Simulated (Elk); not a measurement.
# Fixed-spin-moment curve of AlFe, part 2 of 2

Aim: the energy of AlFe as a function of its total spin moment.

Elk 11.2.3 (patched build); PBE; all-electron APW+lo, Dirac cores, scalar-relativistic bands.

So far, magnetization (μB): step 2 (unconstrained state) 0.752; step 3 (moment fixed at 0.676 μB) 0.676.

### 4. Moment fixed at 0.451 μB

The input, elk.in:

```
tasks
  1

xctype
  20

rgkmax
  7.0

nempty
  14

swidth
  0.002

reducebf
  0.5

epsengy
  1e-05

maxscl
  120

lmaxi
  3

spinpol
  .true.

fsmtype
  1

momfix
  0.000000 0.000000 0.451000

taufsm
  0.01

sppath
  './'

avec
  5.49910302266 0.00000000000 0.00000000000
  0.00000000000 5.49910302266 0.00000000000
  0.00000000000 0.00000000000 5.49910302266

atoms
  2
  'Al.in'
  1
  0.0000000000 0.0000000000 0.0000000000   0.000000 0.000000 0.000000
  'Fe.in'
  1
  0.5000000000 0.5000000000 0.5000000000   0.000000 0.000000 -0.000084

ngridk
  8 8 8
```

Run with:

```bash
OMP_NUM_THREADS=2 elk
```

Numbers of over 12 decimals in the logs are rounded to 6 here.

What it wrote:

```text
Warning(gndstate): core states of species 1 leak from the muffin-tin :   0.4823754419E-03

--- INFO.OUT ---
┌─────────────────────────┐
│ Elk code version 11.2.3 │
└─────────────────────────┘

All units are atomic (Hartree, Bohr, etc.)

┌──────────────────────────────────────────┐
│ Ground-state run resuming from STATE.OUT │
└──────────────────────────────────────────┘

Lattice vectors :
   5.499103023       0.000000000       0.000000000
   0.000000000       5.499103023       0.000000000
   0.000000000       0.000000000       5.499103023
[...]
total charge                :    39.00000000
 error                       :   0.4204381945E-03

Moments :
 interstitial                :  -0.1810907903E-01
 muffin-tins
  species : 1 (Al)
   atom 1                    :  -0.2375628571E-01
  species : 2 (Fe)
   atom 1                    :   0.4928885615
 total in muffin-tins        :   0.4691322758
 total moment                :   0.4510231968

FSM global effective field   :   0.3472829425E-02

┌──────────────────────────────┐
│ Self-consistent loop stopped │
└──────────────────────────────┘

Warning : core states of species 1 leak from the muffin-tin :   0.4823754419E-03

Wrote STATE.OUT

[key lines of the parts left out:]
total energy                :     -1515.6456293620
```

Wall time 87 s (2 threads of Arm Neoverse V2, shared host); peak memory 0.1 GiB; 2.8 min of CPU time.

Read from the output:

| Item | Value |
| --- | --- |
| magnetization | 0.4510 μB |

It lies 27.8 meV a cell above the free run.

### 5. Moment fixed at 1.352 μB

elk.in: that of step 4 with these lines changed.

```diff
@@ -34,3 +34,3 @@
 momfix
-  0.000000 0.000000 0.451000
+  0.000000 0.000000 1.352000
```

Run with:

```bash
OMP_NUM_THREADS=2 elk
```

What it wrote:

```text
Warning(gndstate): core states of species 1 leak from the muffin-tin :   0.4830833827E-03

--- INFO.OUT ---
┌─────────────────────────┐
│ Elk code version 11.2.3 │
└─────────────────────────┘

All units are atomic (Hartree, Bohr, etc.)

┌──────────────────────────────────────────┐
│ Ground-state run resuming from STATE.OUT │
└──────────────────────────────────────────┘

Lattice vectors :
   5.499103023       0.000000000       0.000000000
   0.000000000       5.499103023       0.000000000
   0.000000000       0.000000000       5.499103023
[...]
total charge                :    39.00000000
 error                       :   0.4158078338E-03

Moments :
 interstitial                :  -0.2734437470E-01
 muffin-tins
  species : 1 (Al)
   atom 1                    :  -0.5036765226E-01
  species : 2 (Fe)
   atom 1                    :    1.429670185
 total in muffin-tins        :    1.379302533
 total moment                :    1.351958158

FSM global effective field   :  -0.6394411645E-02

┌──────────────────────────────┐
│ Self-consistent loop stopped │
└──────────────────────────────┘

Warning : core states of species 1 leak from the muffin-tin :   0.4830833827E-03

Wrote STATE.OUT

[key lines of the parts left out:]
total energy                :     -1515.6429898490
```

It took 95 s on 2 threads; peak memory 0.1 GiB; 3.1 min of CPU time.

This step gave:

```yaml
magnetization: 1.352 μB
```

It lies 99.6 meV a cell above the free run.

### 6. Another try

An input with a fault is tried, to see how the program answers.

The input, elk.in:

```
tasks
  0

xctype
  20

rgkmax
  7.0

nempty
  14

swidth
  0.002

reducebf
  0.5

epsengy
  1e-05

maxscl
  75

lmaxi
  3

spinpol
  .true.

ecutwfc
  40.0

sppath
  './'

avec
  5.49910302266 0.00000000000 0.00000000000
  0.00000000000 5.49910302266 0.00000000000
  0.00000000000 0.00000000000 5.49910302266

atoms
  2
  'Al.in'
  1
  0.0000000000 0.0000000000 0.0000000000   0.000000 0.000000 0.000000
  'Fe.in'
  1
  0.5000000000 0.5000000000 0.5000000000   0.000000 0.000000 -0.084000

ngridk
  8 8 8
```

Run with:

```bash
OMP_NUM_THREADS=2 elk
```

What it wrote:

```text
┌─────────────────────────────────┐
│ Elk code version 11.2.3 started │
└─────────────────────────────────┘

Error(readinput): invalid block name : ecutwfc
```

It took 0.01 s on 2 threads; peak memory 0.05 GiB.

The program refused the input before any cycle.

The program's message: “Error(readinput): invalid block name : ecutwfc”

The fault put into the input: a block that Elk doesn't know.

The block belongs to another program's input and has no meaning here.

### 7. E(M)

In all 7 moments were held (0, 0.225, 0.451, 0.676, 0.901, 1.127, 1.352 μB), each run going on from a saved state. The curve holds those that converged and the free run; sizes are given without sign.

Energy over the lowest against total spin moment:

```
total spin moment (μB a cell)  energy over the lowest (meV a cell)
                        0.000                                 50.5
                        0.225                                 44.7
                        0.451                                 27.8
                        0.676                                 5.23
                        0.752                                    0
                        0.901                                 18.6
                        1.127                                 58.5
                        1.352                                 99.6
```

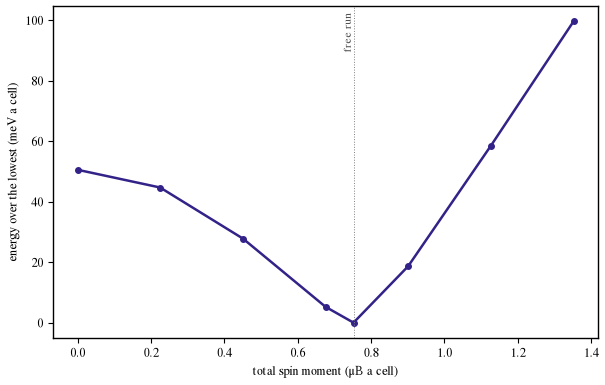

Energy over the lowest, plotted against total spin moment.

Table of slope dE/dM read from the holding field by total spin moment:

```
total spin moment (μB a cell)  slope dE/dM read from the holding field (meV/μB)
                        0.000                                           -0.0512
                        0.225                                             -51.8
                        0.451                                             -94.5
                        0.676                                             -92.0
                        0.901                                               151
                        1.127                                               188
                        1.352                                               174
```

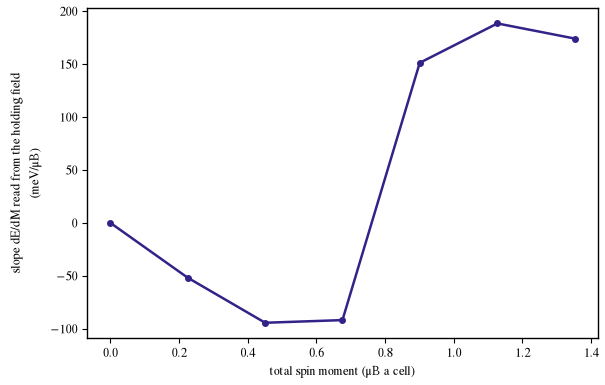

Slope dE/dM read from the holding field, plotted against total spin moment.

### 8. Results

| Property | Result |
| --- | --- |
| moment of the free run | 0.752 μB a cell |
| moment of the lowest point | 0.752 μB a cell |
| energy at zero total moment | 50.5 meV a cell over the lowest |

The curve is lowest at 0.752 μB a cell and has risen by 99.6 meV at 1.35 μB. No other minimum shows on the points computed. The parallel moment gains 51 meV a cell against zero total moment. The field's energy is not in the curve.

[Logs and program files are shortened in this print: banners, set-up blocks, solver, clock and traceback lines can be left out without a mark of their own.]

[Logs are printed without paths, hosts, clocks, repeated set-up lines and the standing remarks that a program may print on its own settings, such as how far it seeks lower states.]

[Hosts, paths, dates, database ids (printed as entryN), source tags and the programs' standing remarks are cut or masked in the printed files.]

[Where a cell is said to come from a database of computed structures, the database is the Materials Project.]
